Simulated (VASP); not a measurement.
# 1T-CaI2 monolayer and its bilayer, part 4 of 6

What are the lattice, gap and band positions of 1T-CaI2 monolayer, and what does a second sheet change?

VASP 6.6.1, plane waves and PAW; the level of theory is named at each step.

So far, least gap on mesh and path (eV): step 4 (potential and states of the slab, optB86b-vdW) 3.79; step 7 (with spin-orbit coupling, optB86b-vdW, spin-orbit coupling) 3.45.

## (8) A rigid stacking

This step: optB86b-vdW; plane waves and PAW (Ca_pv, I) (VASP 6.6.1).

System of this step: bilayer of 1T-CaI2 monolayer. The cell holds 6 atoms: 2 Ca and 4 I. Its edges and angles: a = 4.443 Å, b = 4.443 Å, c = 27.245 Å, α = 90.0°, β = 90.0°, γ = 120.0°. upper sheet same orientation, shifted by (0.00, 0.00). Vacuum lies along c.

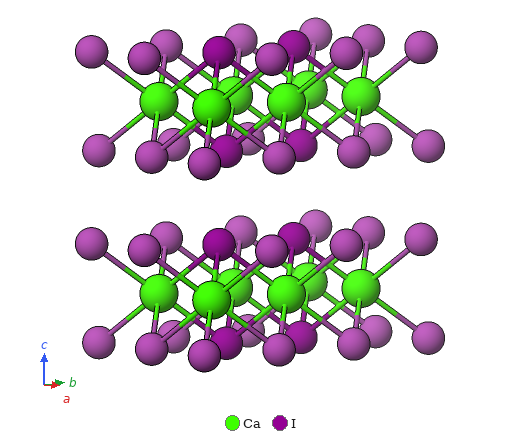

The cell of this step (calcium green, iodine purple). 1×2×1 cells are drawn. Some periodic images of atoms are drawn too.

Two rigid sheets are set at a typed distance in several high-symmetry stackings, to find where to start. The upper sheet is shifted or turned in the plane and never flipped over.

INCAR reads:

```
SYSTEM = CaI2
PREC = Normal
ENCUT = 350
EDIFF = 1E-05
NELM = 120
ISMEAR = 0
SIGMA = 0.03
LREAL = .FALSE.
ALGO = Fast
GGA = MK
AGGAC = 0
LUSE_VDW = .TRUE.
PARAM1 = 0.1234
PARAM2 = 1
LASPH = .TRUE.
NBANDS = 28
LORBIT = 11
LWAVE = .FALSE.
LCHARG = .FALSE.
KPAR = 4
IDIPOL = 3
LDIPOL = .TRUE.
DIPOL = 0.5 0.5 0.5
```

POSCAR reads:

```
CaI2
1.0
    4.4429426768      0.0000000000      0.0000000000
   -2.2214713384      3.8477012256      0.0000000000
    0.0000000000      0.0000000000     27.2451557408
Ca I
2 4
Direct
    0.0000000000      0.0000000000      0.3775456100
    0.0000000000      0.0000000000      0.6224543900
    0.3333333300      0.6666666700      0.3119820700
    0.6666666700      0.3333333300      0.4431091500
    0.3333333300      0.6666666700      0.5568908500
    0.6666666700      0.3333333300      0.6880179300
```

KPOINTS reads:

```
Automatic mesh
0
Gamma
9 9 1
0 0 0
```

PAW data sets: Ca_pv and I (PBE family, release 64).

On the command line:

```
> mpirun -np 4 vasp_std
```

Output:

```text
[banner, memory and clock lines left out]
running    4 mpi-ranks, on    1 nodes
 distrk:  each k-point on    1 cores,    4 groups
 distr:  one band on    1 cores,    1 groups

 POSCAR found type information on POSCAR CaI
 POSCAR found :  2 types and       6 ions
 [... a notice as in an earlier step ...]

 [... a notice as in an earlier step ...]

 LDA part: xc-table for (Slater+PW92), standard interpolation
 POSCAR, INCAR and KPOINTS ok, starting setup
 FFT: planning ... GRIDC
 FFT: planning ... GRID_SOFT
 FFT: planning ... GRID
 WAVECAR not read
 entering main loop
       N       E                     dE             d eps       ncg     rms          rms(c)
DAV:   1     0.414777824020E+03    0.41478E+03   -0.12875E+04   800   0.109E+03
DAV:   2     0.718760058163E+02   -0.34290E+03   -0.33599E+03   744   0.322E+02
DAV:   3    -0.342125670260E+01   -0.75297E+02   -0.71747E+02   988   0.139E+02
DAV:   4    -0.777657691337E+01   -0.43553E+01   -0.43509E+01   888   0.377E+01
DAV:   5    -0.796280781853E+01   -0.18623E+00   -0.18620E+00  1168   0.850E+00    0.507E+00
RMM:   6    -0.788154468228E+01    0.81263E-01   -0.24600E-01   937   0.265E+00    0.302E+00
RMM:   7    -0.790863011536E+01   -0.27085E-01   -0.69441E-01   889   0.355E+00    0.575E-01
RMM:   8    -0.791113252972E+01   -0.25024E-02   -0.56779E-02  1132   0.170E+00    0.582E-01
RMM:   9    -0.791078848350E+01    0.34405E-03   -0.10240E-02  1179   0.610E-01    0.584E-01
RMM:  10    -0.791059352532E+01    0.19496E-03   -0.16337E-03  1265   0.245E-01    0.560E-01
RMM:  11    -0.791235112335E+01   -0.17576E-02   -0.71453E-02  1200   0.925E-01    0.970E-01
RMM:  12    -0.791127921613E+01    0.10719E-02   -0.41854E-03  1039   0.394E-01    0.653E-01
RMM:  13    -0.791255870414E+01   -0.12795E-02   -0.15362E-03  1255   0.214E-01    0.792E-01
RMM:  14    -0.791212319381E+01    0.43551E-03   -0.17926E-04  1010   0.848E-02    0.766E-01
RMM:  15    -0.791197859836E+01    0.14460E-03   -0.10294E-04  1005   0.579E-02    0.770E-01
RMM:  16    -0.790942593860E+01    0.25527E-02   -0.34222E-03  1146   0.173E-01    0.538E-01
RMM:  17    -0.790881352966E+01    0.61241E-03   -0.75788E-04  1079   0.857E-02    0.444E-01
RMM:  18    -0.790867864712E+01    0.13488E-03   -0.62240E-05  1015   0.374E-02    0.409E-01
RMM:  19    -0.790867288847E+01    0.57586E-05   -0.76338E-06   545   0.176E-02
   1 F= -.79086729E+01 E0= -.79086729E+01  d E =-.560773E-16
```

Elapsed: 60 s, on 4 MPI ranks of Intel Xeon 6975P-C (Granite Rapids), shared host; peak memory 2.1 GiB; 3.9 min of CPU time.

Parts of OUTCAR (step 8):

```text
   k-points           NKPTS =     12   k-points in BZ     NKDIM =     12   number of bands    NBANDS=     28

   ENCUT  =  350.0 eV  25.72 Ry    5.07 a.u.   6.78  6.78 41.56*2*pi/ulx,y,z

   NELECT =      44.0000    total number of electrons

 E-fermi :  -2.3472

 k-point     1 :       0.0000    0.0000    0.0000
  band No.  band energies     occupation
    ...
     18      -2.6749      2.00000
     19      -2.6749      2.00000
     20      -2.5650      2.00000
     21      -2.5585      2.00000
     22      -2.5585      2.00000
     23       1.9143      0.00000
     24       1.9269      0.00000
     25       1.9853      0.00000
     26       1.9904      0.00000
     27       2.0266      0.00000
    ...

Total vdW correction in eV:      9.6343554

  Total        0.4796652      0.4796652      1.0518151     -0.0000000     -0.0000000      0.0000000
  in kB        1.6500135      1.6500135      3.6181672     -0.0000000     -0.0000000      0.0000000
  external PRESSURE =       2.3060647 kB  Pullay stress =       0.0000000 kB

 POSITION                                       TOTAL-FORCE (eV/Angst)
 -----------------------------------------------------------------------------------
      0.00000      0.00000     10.28629         0.000000      0.000000     -0.016795
      0.00000      0.00000     16.95887         0.000000      0.000000      0.016795
     -0.00000      2.56513      8.50000         0.000000      0.000000      0.025160
      2.22147      1.28257     12.07258        -0.000000      0.000000     -0.162926
     -0.00000      2.56513     15.17258         0.000000      0.000000      0.162926
      2.22147      1.28257     18.74516        -0.000000     -0.000000     -0.025160
 -----------------------------------------------------------------------------------
    total drift:                               -0.000000      0.000000      0.000000

  FREE ENERGIE OF THE ION-ELECTRON SYSTEM (eV)
  ---------------------------------------------------
  free  energy   TOTEN  =        -7.9086728885 eV

  energy  without entropy=       -7.9086728885  energy(sigma->0) =       -7.90867289

Total vdW correction in eV:      9.6255641

 vacuum level on the upper side and lower side of the slab         4.234         4.234

[... 3 parts as in an earlier step ...]

[... 13 further parts left out ...]
```

Numbers from this step:

- electronic steps: 19
- electrons: 44
- free energy (TOTEN): -7.909 eV
- Fermi energy: -2.347 eV
- gap on the k-mesh: 3.623 eV
- least direct gap on the k-mesh: 4.132 eV

Force by atom:

```csv
atom,x (eV/Å),y (eV/Å),z (eV/Å),size
Ca1,0.000,0.000,-0.017,0.017
Ca2,0.000,0.000,0.017,0.017
I3,0.000,0.000,0.025,0.025
I4,0.000,0.000,-0.163,0.163
I5,0.000,0.000,0.163,0.163
I6,0.000,0.000,-0.025,0.025
```

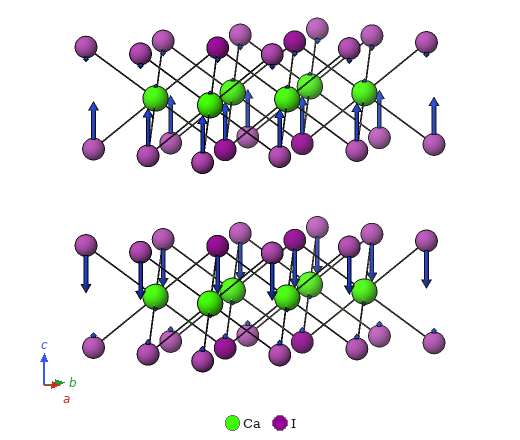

Force as arrows, the longest 0.163 eV/Å. 1×2×1 cells are drawn. Some periodic images of atoms are drawn too.

Energy at zero smearing: -7.90867 eV.

## (9) A rigid stacking

INCAR is that of step 8.

POSCAR reads:

```
CaI2
1.0
    4.4429426768      0.0000000000      0.0000000000
   -2.2214713384      3.8477012256      0.0000000000
    0.0000000000      0.0000000000     27.2451557408
Ca I
2 4
Direct
    0.0000000000      0.0000000000      0.3775456100
    0.3333333300      0.6666666700      0.6224543900
    0.3333333300      0.6666666700      0.3119820700
    0.6666666700      0.3333333300      0.4431091500
    0.6666666700      0.3333333300      0.5568908500
    0.0000000000      1.0000000000      0.6880179300
```

KPOINTS is that of step 8.

On the command line:

```
> mpirun -np 4 vasp_std
```

Output:

```text
[... set-up lines as in an earlier step ...]
 entering main loop
       N       E                     dE             d eps       ncg     rms          rms(c)
DAV:   1     0.431001021440E+03    0.43100E+03   -0.12740E+04   764   0.109E+03
DAV:   2     0.728871508195E+02   -0.35811E+03   -0.35200E+03   768   0.327E+02
DAV:   3    -0.242003610886E+01   -0.75307E+02   -0.71548E+02   956   0.140E+02
DAV:   4    -0.714269650211E+01   -0.47227E+01   -0.47178E+01   936   0.403E+01
[...]
RMM:  14    -0.724823735289E+01   -0.53906E-04   -0.14960E-04  1035   0.606E-02    0.282E-02
RMM:  15    -0.724822213759E+01    0.15215E-04   -0.71131E-05   949   0.389E-02    0.122E-02
RMM:  16    -0.724822565175E+01   -0.35142E-05   -0.13467E-05   563   0.231E-02
   1 F= -.72482257E+01 E0= -.72482257E+01  d E =-.404125E-17
```

Wall time 52 s (4 MPI ranks); peak memory 2.1 GiB.

OUTCAR, selected parts (step 9):

```text
  Total       -0.3263930     -0.3263930      6.5900247      0.0000000      0.0000000      0.0000000
  in kB       -1.1227683     -1.1227683     22.6692044      0.0000000      0.0000000      0.0000000
  external PRESSURE =       6.8078893 kB  Pullay stress =       0.0000000 kB

 POSITION                                       TOTAL-FORCE (eV/Angst)
 -----------------------------------------------------------------------------------
      0.00000      0.00000     10.28629        -0.000000      0.000000     -0.146461
     -0.00000      2.56513     16.95887        -0.000000     -0.000000      0.146461
     -0.00000      2.56513      8.50000        -0.000000      0.000000      0.024544
      2.22147      1.28257     12.07258         0.000000      0.000000     -1.889170
      2.22147      1.28257     15.17258         0.000000     -0.000000      1.889170
      0.00000      0.00000     18.74516         0.000000     -0.000000     -0.024544
 -----------------------------------------------------------------------------------
    total drift:                               -0.000013      0.000008     -0.000637

  FREE ENERGIE OF THE ION-ELECTRON SYSTEM (eV)
  ---------------------------------------------------
  free  energy   TOTEN  =        -7.2482256517 eV

  energy  without entropy=       -7.2482256517  energy(sigma->0) =       -7.24822565

[... 2 parts as in an earlier step ...]

[... 1 further part left out ...]
[key lines of the parts left out:]
E-fermi :  -1.7882
```

Energy at zero smearing: -7.24823 eV.

## (10) A rigid stacking

INCAR is that of step 9.

POSCAR reads:

```
CaI2
1.0
    4.4429426768      0.0000000000      0.0000000000
   -2.2214713384      3.8477012256      0.0000000000
    0.0000000000      0.0000000000     27.2451557408
Ca I
2 4
Direct
    0.0000000000      0.0000000000      0.3775456100
    0.6666666700      0.3333333300      0.6224543900
    0.3333333300      0.6666666700      0.3119820700
    0.6666666700      0.3333333300      0.4431091500
    1.0000000000      0.0000000000      0.5568908500
    0.3333333300      0.6666666700      0.6880179300
```

KPOINTS is that of step 9.

On the command line:

```
> mpirun -np 4 vasp_std
```

Output:

```text
[... set-up lines as in an earlier step ...]
 entering main loop
       N       E                     dE             d eps       ncg     rms          rms(c)
DAV:   1     0.430947803181E+03    0.43095E+03   -0.12728E+04   752   0.109E+03
DAV:   2     0.748817485182E+02   -0.35607E+03   -0.34895E+03   744   0.325E+02
DAV:   3    -0.284659554915E+01   -0.77728E+02   -0.73583E+02   956   0.141E+02
DAV:   4    -0.775508944682E+01   -0.49085E+01   -0.49046E+01   904   0.407E+01
[...]
RMM:  12    -0.789603818587E+01    0.77956E-03   -0.10448E-03  1053   0.157E-01    0.431E-02
RMM:  13    -0.789600702883E+01    0.31157E-04   -0.33355E-04  1106   0.805E-02    0.414E-02
RMM:  14    -0.789601625138E+01   -0.92226E-05   -0.56287E-05   922   0.411E-02
   1 F= -.78960163E+01 E0= -.78960163E+01  d E =-.395622E-20
```

Wall time 43 s (4 MPI ranks); peak memory 2.1 GiB; 2.8 min of CPU time.

OUTCAR, selected parts (step 10):

```text
  Total        0.1424073      0.1424073      0.5290129      0.0000000      0.0000000      0.0000000
  in kB        0.4898706      0.4898706      1.8197658      0.0000000      0.0000000      0.0000000
  external PRESSURE =       0.9331690 kB  Pullay stress =       0.0000000 kB

 POSITION                                       TOTAL-FORCE (eV/Angst)
 -----------------------------------------------------------------------------------
      0.00000      0.00000     10.28629        -0.000000      0.000000     -0.016753
      2.22147      1.28257     16.95887         0.000000     -0.000000      0.016753
     -0.00000      2.56513      8.50000         0.000000     -0.000000      0.015064
      2.22147      1.28257     12.07258        -0.000000     -0.000000     -0.183462
      0.00000      0.00000     15.17258         0.000000      0.000000      0.183462
     -0.00000      2.56513     18.74516        -0.000000      0.000000     -0.015064
 -----------------------------------------------------------------------------------
    total drift:                                0.000007     -0.000005     -0.000335

  FREE ENERGIE OF THE ION-ELECTRON SYSTEM (eV)
  ---------------------------------------------------
  free  energy   TOTEN  =        -7.8960162514 eV

  energy  without entropy=       -7.8960162514  energy(sigma->0) =       -7.89601625

[... 2 parts as in an earlier step ...]

[... 1 further part left out ...]
[key lines of the parts left out:]
E-fermi :  -2.3013
```

Energy at zero smearing: -7.89602 eV.

## (11) A rigid stacking

INCAR is that of step 10.

POSCAR reads:

```
CaI2
1.0
    4.4429426768      0.0000000000      0.0000000000
   -2.2214713384      3.8477012256      0.0000000000
    0.0000000000      0.0000000000     27.2451557408
Ca I
2 4
Direct
    0.0000000000      0.0000000000      0.3775456100
    0.0000000000      0.0000000000      0.6224543900
    0.3333333300      0.6666666700      0.3119820700
    0.6666666700      0.3333333300      0.4431091500
    0.6666666700      0.3333333300      0.5568908500
    0.3333333300      0.6666666700      0.6880179300
```

KPOINTS is that of step 10.

On the command line:

```
> mpirun -np 4 vasp_std
```

Output:

```text
[... set-up lines as in an earlier step ...]
 entering main loop
       N       E                     dE             d eps       ncg     rms          rms(c)
DAV:   1     0.418776355851E+03    0.41878E+03   -0.12845E+04   796   0.109E+03
DAV:   2     0.736222455390E+02   -0.34515E+03   -0.33865E+03   744   0.325E+02
DAV:   3    -0.203675989150E+01   -0.75659E+02   -0.72213E+02   928   0.139E+02
DAV:   4    -0.714556912232E+01   -0.51088E+01   -0.51026E+01   928   0.407E+01
[...]
RMM:  13    -0.724787857480E+01    0.21600E-03   -0.38189E-04  1070   0.994E-02    0.124E-01
RMM:  14    -0.724779667305E+01    0.81902E-04   -0.14940E-04   985   0.707E-02    0.419E-02
RMM:  15    -0.724779370853E+01    0.29645E-05   -0.43558E-05   774   0.417E-02
   1 F= -.72477937E+01 E0= -.72477937E+01  d E =-.705372E-11
```

The job ended after 46 s (4 MPI ranks; peak memory 2.1 GiB; 3 min of CPU time).

Parts of OUTCAR (step 11):

```text
  Total       -0.3526831     -0.3526831      6.5352548      0.0000000      0.0000000     -0.0000000
  in kB       -1.2132043     -1.2132043     22.4808000      0.0000000      0.0000000     -0.0000000
  external PRESSURE =       6.6847972 kB  Pullay stress =       0.0000000 kB

 POSITION                                       TOTAL-FORCE (eV/Angst)
 -----------------------------------------------------------------------------------
      0.00000      0.00000     10.28629         0.000000     -0.000000     -0.147441
      0.00000      0.00000     16.95887         0.000000     -0.000000      0.147441
     -0.00000      2.56513      8.50000        -0.000000     -0.000000      0.021041
      2.22147      1.28257     12.07258        -0.000000      0.000000     -1.887302
      2.22147      1.28257     15.17258         0.000000      0.000000      1.887302
     -0.00000      2.56513     18.74516        -0.000000     -0.000000     -0.021041
 -----------------------------------------------------------------------------------
    total drift:                                0.000012     -0.000007      0.000000

  FREE ENERGIE OF THE ION-ELECTRON SYSTEM (eV)
  ---------------------------------------------------
  free  energy   TOTEN  =        -7.2477937085 eV

  energy  without entropy=       -7.2477937085  energy(sigma->0) =       -7.24779371

[... 2 parts as in an earlier step ...]

[... 1 further part left out ...]
[key lines of the parts left out:]
E-fermi :  -1.8308
```

Energy at zero smearing: -7.24779 eV.

## (12) A rigid stacking

INCAR is that of step 11.

POSCAR reads:

```
CaI2
1.0
    4.4429426768      0.0000000000      0.0000000000
   -2.2214713384      3.8477012256      0.0000000000
    0.0000000000      0.0000000000     27.2451557408
Ca I
2 4
Direct
    0.0000000000      0.0000000000      0.3775456100
    0.3333333300      0.6666666700      0.6224543900
    0.3333333300      0.6666666700      0.3119820700
    0.6666666700      0.3333333300      0.4431091500
    0.0000000000      1.0000000000      0.5568908500
    0.6666666700      0.3333333300      0.6880179300
```

KPOINTS is that of step 11.

On the command line:

```
> mpirun -np 4 vasp_std
```

Output:

```text
[... set-up lines as in an earlier step ...]
 entering main loop
       N       E                     dE             d eps       ncg     rms          rms(c)
DAV:   1     0.428019415579E+03    0.42802E+03   -0.12754E+04   756   0.109E+03
DAV:   2     0.756285173670E+02   -0.35239E+03   -0.34540E+03   760   0.326E+02
DAV:   3    -0.274053572065E+01   -0.78369E+02   -0.74596E+02   964   0.140E+02
DAV:   4    -0.773643774058E+01   -0.49959E+01   -0.49909E+01   904   0.406E+01
[...]
RMM:  19    -0.790224936339E+01   -0.19298E-03   -0.10588E-04   970   0.449E-02    0.757E-02
RMM:  20    -0.790229214063E+01   -0.42777E-04   -0.24365E-05   676   0.230E-02    0.821E-02
RMM:  21    -0.790228686997E+01    0.52707E-05   -0.59560E-05   957   0.340E-02
   1 F= -.79022869E+01 E0= -.79022869E+01  d E =-.812918E-18
```

Run time: 69 s. Hardware: 4 MPI ranks; peak memory 2.1 GiB; 4.5 min of CPU time.

Parts of OUTCAR (step 12):

```text
  Total        0.1205516      0.1205516      0.4953652     -0.0000000     -0.0000000      0.0000000
  in kB        0.4146888      0.4146888      1.7040202     -0.0000000     -0.0000000      0.0000000
  external PRESSURE =       0.8444659 kB  Pullay stress =       0.0000000 kB

 POSITION                                       TOTAL-FORCE (eV/Angst)
 -----------------------------------------------------------------------------------
      0.00000      0.00000     10.28629         0.000000     -0.000000     -0.017424
     -0.00000      2.56513     16.95887         0.000000     -0.000000      0.018424
     -0.00000      2.56513      8.50000        -0.000000      0.000000      0.019881
      2.22147      1.28257     12.07258        -0.000000     -0.000000     -0.171970
      0.00000      0.00000     15.17258         0.000000     -0.000000      0.171720
      2.22147      1.28257     18.74516         0.000000     -0.000000     -0.020631
 -----------------------------------------------------------------------------------
    total drift:                               -0.000010      0.000008      0.000884

  FREE ENERGIE OF THE ION-ELECTRON SYSTEM (eV)
  ---------------------------------------------------
  free  energy   TOTEN  =        -7.9022868700 eV

  energy  without entropy=       -7.9022868700  energy(sigma->0) =       -7.90228687

[... 2 parts as in an earlier step ...]

[... 1 further part left out ...]
[key lines of the parts left out:]
E-fermi :  -2.3081
```

Energy at zero smearing: -7.90229 eV.

[end of part 4 of 6]

[Lines on the potential files, build, host, timing and source positions are cut from VASP's logs without a mark.]

[Logs are printed without paths, hosts, clocks, repeated set-up lines and the standing remarks that a program may print on its own settings, such as how far it seeks lower states.]

[Hosts, paths, dates, database ids (printed as entryN), source tags and the programs' standing remarks are cut or masked in the printed files.]

[Runs that stopped without an error message from VASP are left out.]
